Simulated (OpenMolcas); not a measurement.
# doublet CH3AlO− at 4 levels

Wanted: a comparison of 4 runs (UHF/aug-cc-pVDZ, USVWN5/aug-cc-pVDZ, UTPSS/aug-cc-pVDZ, ROMP2/aug-cc-pVDZ) of doublet CH3AlO−. 

Program for the calculation: OpenMolcas 26.06.

## 1. Starting point

CH3AlO− has 6 atoms, charge -1, and is taken as a doublet. As SMILES of the parent species, `[CH3][Al]=[O]`. The coordinates come from a PBE0-D4/def2-TZVP relaxation. That shape belongs to the parent species and isn't relaxed for this state.

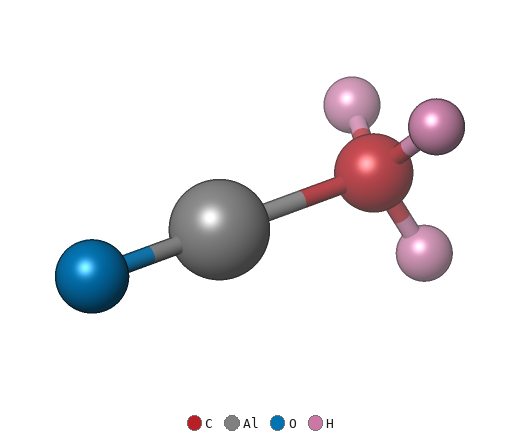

Viewed from a chosen angle; carbon red, aluminium grey, oxygen blue, hydrogen pink.

## 2. A single-point energy at UHF/aug-cc-pVDZ (run 1)

Contents of calc.inp:

```
&GATEWAY
BASLIB=$CurrDir
COORD
6
angstrom
C       -0.412500       0.498200      -0.315400
Al       0.696700      -0.841400       0.532500
O        1.611700      -1.946300       1.232100
H        0.065200       1.479100      -0.263900
H       -1.383600       0.560900       0.180800
H       -0.577400       0.249400      -1.366100
BASIS=aug-cc-pVDZ
GROUP=NoSym
&SEWARD
&SCF
UHF
CHARGE=-1
SPIN=2
THRESHOLDS=1e-10 1e-07 1e-07 1e-05
PRORBITALS=1 2
```

The basis set aug-cc-pVDZ is read from a file made from the Basis Set Exchange's data (not shown).

Started as:

```console
$ export MOLCAS_MEM=1860
$ pymolcas calc.inp > calc.log
```

Log:

```text
--- Start Module: gateway ---
[...]
--- Stop Module: gateway /rc=_RC_ALL_IS_WELL_ ---
--- Start Module: seward ---
[...]
      Basis functions          100
--- Stop Module: seward /rc=_RC_ALL_IS_WELL_ ---
[...]
--- Start Module: scf ---
[...]
       Convergence after  25 Iterations
[...]
::    Total SCF energy                               -356.3777332297
[...]
      Total spin, S                                     0.5033595628
[...]
      Total electronic charge=   31.000000
      Total            charge=   -1.000000
[...]
      Dipole Moment (debye):
      Origin of the operator (angstrom)=    0.6503   -0.7853    0.4971
                   X=  2.0647E-01               Y= -2.4622E-01               Z=  1.6074E-01           Total=  3.5930E-01
      Center of Charge (angstrom)
[...]
--- Stop Module: scf /rc=_RC_ALL_IS_WELL_ ---
[...]
```

Wall time 13 s (1 thread of Arm Neoverse V2, shared host); peak memory 0.56 GiB.

## 3. The energy at USVWN5/aug-cc-pVDZ (run 2)

Contents of input.xyz:

```xyz
6

C     -0.412500     0.498200    -0.315400
Al     0.696700    -0.841400     0.532500
O      1.611700    -1.946300     1.232100
H      0.065200     1.479100    -0.263900
H     -1.383600     0.560900     0.180800
H     -0.577400     0.249400    -1.366100
```

Contents of mol.input:

```
&GATEWAY
  BasLib
  $CurrDir
  Coord
  input.xyz
  Basis
  aug-cc-pVDZ
  Group
  NoSym

&SEWARD
  GridInput
  Grid=UltraFine
  End of Grid

&SCF
  UHF
  Charge
  -1
  Spin
  2
  KSDFT
  SVWN5
  Thresholds
  1e-10 1e-07 1e-07 1e-05
  PrOrbitals
  1 2
```

The basis set aug-cc-pVDZ is read from a file made from the Basis Set Exchange's data (not shown).

Started as:

```console
$ export MOLCAS_MEM=1860
$ pymolcas mol.input > mol.log
```

Log:

```text
--- Start Module: gateway ---
[...]
--- Stop Module: gateway /rc=_RC_ALL_IS_WELL_ ---
--- Start Module: seward ---
[...]
      Basis functions          100
--- Stop Module: seward /rc=_RC_ALL_IS_WELL_ ---
[...]
--- Start Module: scf ---
[...]
       Convergence after  24 Iterations
[...]
::    Total KS-DFT energy                            -355.6202923666
[...]
      Total spin, S                                     0.5006640681
[...]
      Total electronic charge=   31.000000
      Total            charge=   -1.000000
[...]
      Dipole Moment (debye):
      Origin of the operator (angstrom)=    0.6503   -0.7853    0.4971
                   X= -1.9977E-01               Y=  2.4151E-01               Z= -1.5262E-01           Total=  3.4861E-01
      Center of Charge (angstrom)
[...]
--- Stop Module: scf /rc=_RC_ALL_IS_WELL_ ---
[...]
```

Run time: 44 s. Hardware: 1 thread of Arm Neoverse V2, shared host; peak memory 0.56 GiB.

## 4. A single-point energy at UTPSS/aug-cc-pVDZ (run 3)

Contents of run.inp:

```
* CH3AlO Kohn-Sham DFT
>>> EXPORT MOLCAS_PRINT=2

&GATEWAY
 BasLib=$CurrDir
 Coord
 6
 angstrom
 C       -0.412500       0.498200      -0.315400
 Al       0.696700      -0.841400       0.532500
 O        1.611700      -1.946300       1.232100
 H        0.065200       1.479100      -0.263900
 H       -1.383600       0.560900       0.180800
 H       -0.577400       0.249400      -1.366100
 Basis=aug-cc-pVDZ
 Group=NoSym

&SEWARD
 GridInput
 Grid=UltraFine
 End of Grid

&SCF
 UHF
 Charge=-1
 Spin=2
 KSDFT=2
 1.0 MGGA_X_TPSS
 1.0 MGGA_C_TPSS
 Thresholds=1e-10 1e-07 1e-07 1e-05
 PrOrbitals=0
```

The basis set aug-cc-pVDZ is read from a file made from the Basis Set Exchange's data (not shown).

Started as:

```console
$ export MOLCAS_MEM=1860
$ pymolcas run.inp > run.log
```

Log:

```text
--- Start Module: gateway ---
[...]
--- Stop Module: gateway /rc=_RC_ALL_IS_WELL_ ---
--- Start Module: seward ---
[...]
      Basis functions          100
--- Stop Module: seward /rc=_RC_ALL_IS_WELL_ ---
[...]
--- Start Module: scf ---
[...]
       Convergence after  29 Iterations
[...]
::    Total KS-DFT energy                            -357.6178917705
[...]
      Total spin, S                                     0.5022048478
[...]
      Total electronic charge=   31.000000
      Total            charge=   -1.000000
[...]
      Dipole Moment (debye):
      Origin of the operator (angstrom)=    0.6503   -0.7853    0.4971
                   X= -1.3817E-01               Y=  1.6727E-01               Z= -1.0487E-01           Total=  2.4098E-01
      Center of Charge (angstrom)
[...]
--- Stop Module: scf /rc=_RC_ALL_IS_WELL_ ---
[...]
```

Run time: 2.4 min. Hardware: 1 thread of Arm Neoverse V2, shared host; peak memory 0.56 GiB.

## 5. The energy at ROMP2/aug-cc-pVDZ (run 4)

Contents of run.inp:

```
&gateway
 baslib=$CurrDir
 coord
 6
 angstrom
 C       -0.412500       0.498200      -0.315400
 Al       0.696700      -0.841400       0.532500
 O        1.611700      -1.946300       1.232100
 H        0.065200       1.479100      -0.263900
 H       -1.383600       0.560900       0.180800
 H       -0.577400       0.249400      -1.366100
 basis=aug-cc-pVDZ
 group=NoSym

&seward

&scf
 uhf
 charge=-1
 spin=2
 thresholds=1e-10 1e-07 1e-07 1e-05
 prorbitals=1 2

&rasscf
 fileorb=$Project.UnaOrb
 spin=2
 nactel=1 0 0
 inactive=15
 ras2=1
 outorbitals=Canonical
 orblisting=Few

&caspt2
 ipea=0.0
 frozen=7
```

The basis set aug-cc-pVDZ is read from a file made from the Basis Set Exchange's data (not shown).

Started as:

```console
$ export MOLCAS_MEM=1860
$ pymolcas run.inp > run.log
```

Log:

```text
--- Start Module: gateway ---
[...]
--- Stop Module: gateway /rc=_RC_ALL_IS_WELL_ ---
[...]
      Basis functions          100
[...]
       Convergence after  25 Iterations
[...]
::    Total SCF energy                               -356.3777332297
[...]
      Total spin, S                                     0.5033595628
[...]
--- Start Module: rasscf ---
[...]
      Number of active orbitals                  1
[...]
      Spin quantum number                      0.5
[...]
      Active orbitals                            1
[...]
      Number of CSFs                             1
[...]
      Number of root(s) required                 1
[...]
      Convergence after 14 iterations
[...]
      printout of CI-coefficients larger than  0.05 for root  1
      energy=    -356.377276
      conf/sym  1     Coeff  Weight
             1  u   1.00000 1.00000
      Natural orbitals and occupation numbers for root  1
      sym 1:   1.000000
      ************************************************************************************************************************
      *                                                    Final results                                                     *
[...]
::    RASSCF root number  1 Total energy:   -356.37727591
[...]
      Total electronic charge=   31.000000
      Total            charge=   -1.000000
[...]
      Dipole Moment (debye):
      Origin of the operator (angstrom)=    0.6503   -0.7853    0.4971
                   X=  4.1788E-01               Y= -5.0141E-01               Z=  3.2248E-01           Total=  7.2803E-01
      Center of Charge (angstrom)
[...]
--- Stop Module: rasscf /rc=_RC_ALL_IS_WELL_ ---
[...]
--- Start Module: caspt2 ---
[...]
 ###    WARNING: User changed nr of frozen orbitals.                         ###
 ###############################################################################
[...]
      E2 (Variational):          -0.4449930568
      Total energy:            -356.8222689633
[...]
      Reference weight:           0.84953
[...]
::    CASPT2 Root  1     Total energy:   -356.82226896
[...]
--- Stop Module: caspt2 /rc=_RC_ALL_IS_WELL_ ---
[...]
```

Wall time 22 s (1 thread of Arm Neoverse V2, shared host); peak memory 0.56 GiB.

## 6. The series

```csv
run,level,integration grid,frozen core orbitals,energy (Eh),HOMO energy (eV),LUMO energy (eV),⟨S²⟩,wall time
1,UHF/aug-cc-pVDZ,–,–,-356.377733,0.13,3.21,0.757,13 s
2,USVWN5/aug-cc-pVDZ,UltraFine,–,-355.620292,1.21,1.52,0.751,44 s
3,UTPSS/aug-cc-pVDZ,UltraFine,–,-357.617892,1.38,1.86,0.754,2.4 min
4,ROMP2/aug-cc-pVDZ,–,7,-356.822269,–,–,–,22 s
```

## 7. Outcome

| quantity | value |
| --- | --- |
| run 4: total energy | -356.82227 Eh |

What this shows: Totals of different functionals can't be ranked against each other. In runs 1, 2, 3 the HOMO lies above zero, so the outermost electron may be held by the basis alone. All runs together took 3.7 min, the longest 2.4 min.
